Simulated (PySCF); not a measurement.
# [Gd(PH3)]2+: other functionals and bases at one geometry

How far do other levels of theory move the description of [Gd(PH3)]2+, and what does each cost? It is a constructed species; whether it can be made isn't addressed.

Computed with PySCF 2.14.0. Level: several levels, as the steps say, no spin–orbit coupling.

1 further run of the same task is left out (for a known fault of the program).

### 1 The system as given

5 atoms, charge 2, spin multiplicity 1.

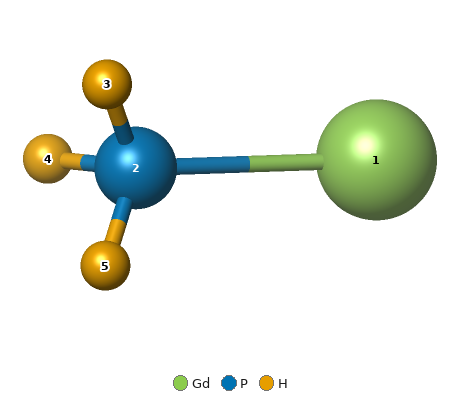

The structure; gadolinium green, phosphorus blue, hydrogen amber; atoms are numbered from 1 in the order of the file.

Geometry (Å):

| atom | x (Å) | y (Å) | z (Å) |
| --- | --- | --- | --- |
| Gd1 | 0.00000 | 0.00000 | -0.53157 |
| P2 | 0.00000 | 0.00000 | 2.59216 |
| H3 | 1.26846 | 0.00000 | 3.22638 |
| H4 | -0.63422 | 1.09852 | 3.22638 |
| H5 | -0.63423 | -1.09851 | 3.22638 |

Formal oxidation states: Gd +2. Each metal's 8 4f electrons lie in its core potential, so multiplicities, spins and levels count the valence alone. For divalent La, Ce, Gd or Lu the extra electron is normally 5d or 6s, so this core forces an excited configuration. An earlier session relaxed this geometry at PBE0, Gd lcecp-0-SVP with ECP54, P def2-SVP, H def2-SVP (singlet, point group C3v).

At PBE0 on the finer grid: E = -372.207707 Eh, frontier levels not given, since the 4f levels lie in the core, Mulliken charge on Gd1 +1.64 e, largest force component 0.017 eV/Å. 

Levels to run: revPBE; M06-L; PBE0, TZVP. Hardware: 2 threads of Arm Neoverse V2, shared host.

### 2 revPBE

run.py (the lines that set the calculation)

```python
mol = gto.M(atom='''
Gd     0.00000     0.00000    -0.53157
P      0.00000     0.00000     2.59216
H      1.26846     0.00000     3.22638
H     -0.63422     1.09852     3.22638
H     -0.63423    -1.09851     3.22638''',
    basis={'Gd': 'lcecp-0-SVP', 'P': 'def2-SVP', 'H': 'def2-SVP'},
    ecp={'Gd': 'lcecp-0-SVP'},
    charge=2, spin=0)
mf = dft.RKS(mol, xc='PBE_R,PBE')
mf.grids.atom_grid = (75, 302)  # f atoms: unpruned, at least (60, 302)
mf = mf.density_fit()  # fitting sets: Gd AutoAux, P def2-universal-JKFIT, H def2-universal-JKFIT
mf.conv_tol = 1e-08; mf.max_cycle = 55
mf.kernel(dm0)  # dm0: the density of the relaxed state
```

Started as:

```
$ OMP_NUM_THREADS=2 python run.py
```

### 3 M06-L

run.py (the lines that set the calculation), as its differences from that of step 2:

```diff
@@ -9,3 +9,3 @@
     charge=2, spin=0)
-mf = dft.RKS(mol, xc='PBE_R,PBE')
+mf = dft.RKS(mol, xc='M06L')
 mf.grids.atom_grid = (75, 302)  # f atoms: unpruned, at least (60, 302)
```

### 4 PBE0, TZVP

Basis: Gd lcecp-0-TZVP with ECP54, P def2-TZVP, H def2-TZVP. 

run.py (the lines that set the calculation)

```python
mol = gto.M(atom='''
Gd     0.00000     0.00000    -0.53157
P      0.00000     0.00000     2.59216
H      1.26846     0.00000     3.22638
H     -0.63422     1.09852     3.22638
H     -0.63423    -1.09851     3.22638''',
    basis={'Gd': 'lcecp-0-TZVP', 'P': 'def2-TZVP', 'H': 'def2-TZVP'},
    ecp={'Gd': 'lcecp-0-TZVP'},
    charge=2, spin=0)
mf = dft.RKS(mol, xc='PBE0')
mf.grids.atom_grid = (75, 302)  # f atoms: unpruned, at least (60, 302)
mf = mf.density_fit()  # fitting sets: Gd AutoAux, P def2-universal-JKFIT, H def2-universal-JKFIT
mf.conv_tol = 1e-08; mf.max_cycle = 55
mf.kernel(dm0)  # dm0: free metal ions and neutral atoms
```

What does the calculation give? Wanted: for each run, charge on Gd1; dipole; largest force.

**Answer**, as computed:

| level | state | charge on Gd1 (e) | dipole (D) | largest force (eV/Å) | basis functions | time |
| --- | --- | --- | --- | --- | --- | --- |
| PBE0 (relaxed here) | singlet | 1.64 | 0.22 | 0.02 | 64 | 3.1 s |
| revPBE | singlet | 1.61 | 0.51 | 0.25 | 64 | 1.6 s |
| M06-L | singlet | 1.69 | 0.15 | 0.12 | 64 | 2.2 s |
| PBE0, TZVP | singlet | 1.71 | 0.34 | 0.18 | 102 | 3.8 s |

Times are on 2 threads of Arm Neoverse V2, shared host; the first row also made further properties. The dipole of a charged species depends on the origin, so these sizes hold for this origin alone.

The largest leftover force, 0.25 eV/Å with revPBE, stands at a geometry relaxed at another level. The Mulliken charge on Gd spans +1.61 to +1.71 e over the levels. With 4f in the core, its levels are missing from HOMO and gap. Total energies of different levels can't be compared. Spin–orbit coupling is left out throughout.
